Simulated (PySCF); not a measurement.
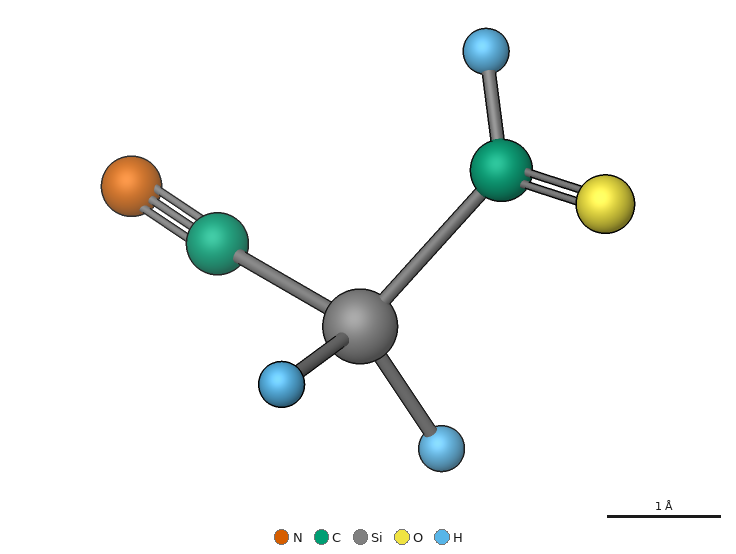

Ball-and-stick drawing of a structure. Double and triple bonds are drawn as two and three sticks.

The geometry was computed by an optimisation with PBE0-D3(BJ)/def2-SVP. No frequency run is at hand to confirm it as a minimum.

> What is the molecular formula?

C₂H₃NOSi, 8 atoms: 2 carbon, 3 hydrogen, 1 nitrogen, 1 oxygen and 1 silicon.

> Give a SMILES string for it.

N#C[SiH2]C=O

> How many bonds of each kind are drawn?

2 C–Si, 2 Si–H, 1 C–N, 1 C–O, 1 C–H.

> Name functional groups in it.

Among them: nitrile, Si–H bond.

> Does it have rings?

It has no ring.

The parts below concern this one geometry. Atoms keep their numbers from picture to picture.

**Geometry**

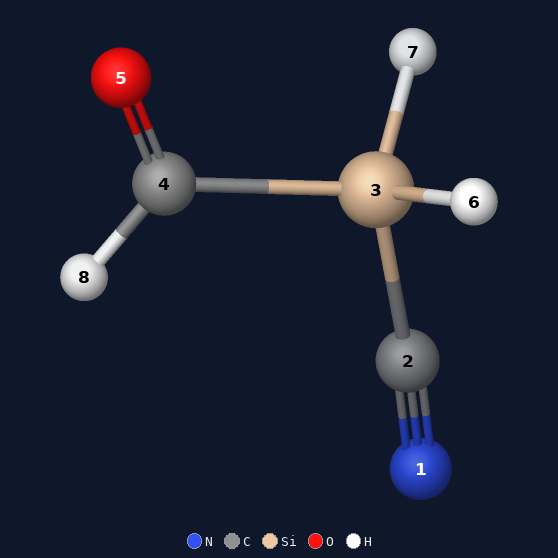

Numbered structure. No frequency run is at hand to confirm it as a minimum.

Give these bond angles: N1–C2–Si3, C2–Si3–C4, C2–Si3–H6, C2–Si3–H7, C4–Si3–H6, C4–Si3–H7, H6–Si3–H7, Si3–C4–O5, Si3–C4–H8, O5–C4–H8.

```csv
angle,degrees
N1–C2–Si3,177.1
C2–Si3–C4,108.8
C2–Si3–H6,108.6
C2–Si3–H7,108.6
C4–Si3–H6,109.6
C4–Si3–H7,109.6
H6–Si3–H7,111.6
Si3–C4–O5,118.4
Si3–C4–H8,120.5
O5–C4–H8,121.2
```

**Dipole moment**

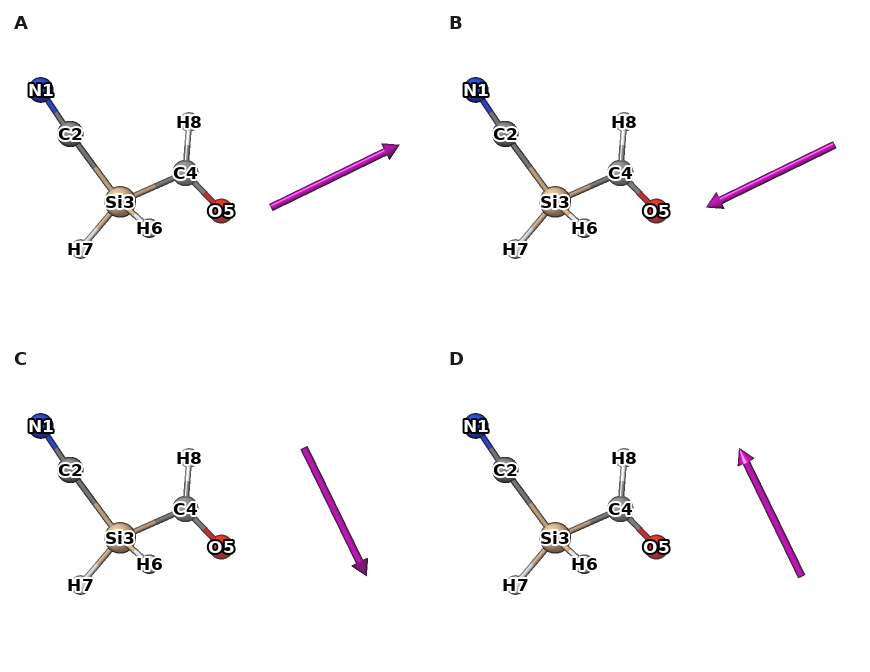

The same molecule four times, each with an arrow. No frequency run is at hand to confirm it as a minimum. Properties computed with PBE0/6-31G, gas phase (PySCF 2.14.0).

> Which arrow points along the dipole moment, from the negative to the positive end?

C. The dipole moment is 1.32 D; it points from the side of N1 to the side of O5 (the outermost atoms at the two ends).

**Excitation**

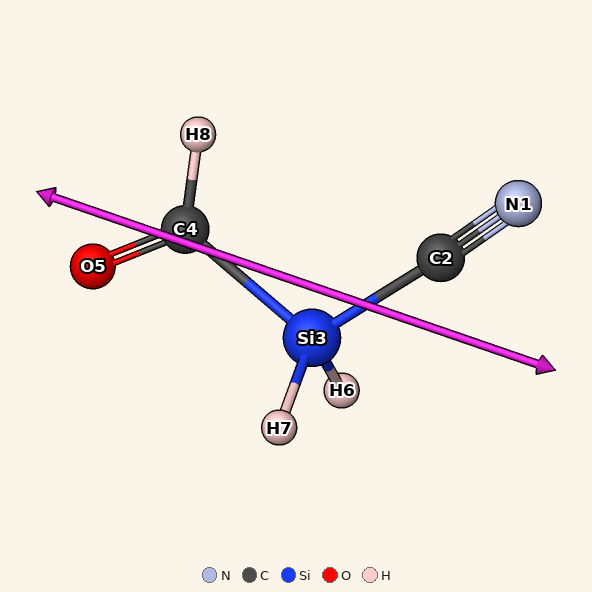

The double arrow shows the direction of the transition dipole to excited singlet state 2 (its length means nothing). No frequency run is at hand to confirm it as a minimum. Properties computed with TDDFT PBE0/def2-TZVP, vertical, gas phase, core orbitals frozen in the response (PySCF 2.14.0).

> Where does the transition lie, and how strong is it?

5.77 eV (215 nm), oscillator strength 0.10, mainly HOMO → LUMO+1 (weight 0.97); transition dipole 2.17 D.

**Polarisability**

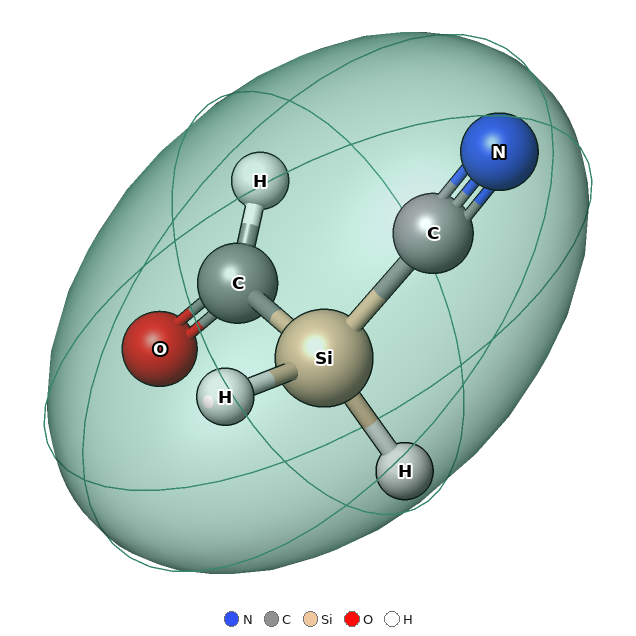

The ellipsoid shows the static dipole polarisability: its half-axes are proportional to the principal values. No frequency run is at hand to confirm it as a minimum. Level of theory: PBE0/def2-TZVP (PySCF 2.14.0).

> How large and how anisotropic is the polarisability?

Principal values 39.8, 52.0, 73.1 bohr³; mean 54.9 bohr³ (8.14 Å³); anisotropy 29.2 bohr³, so the longest axis is 1.84 times the shortest.
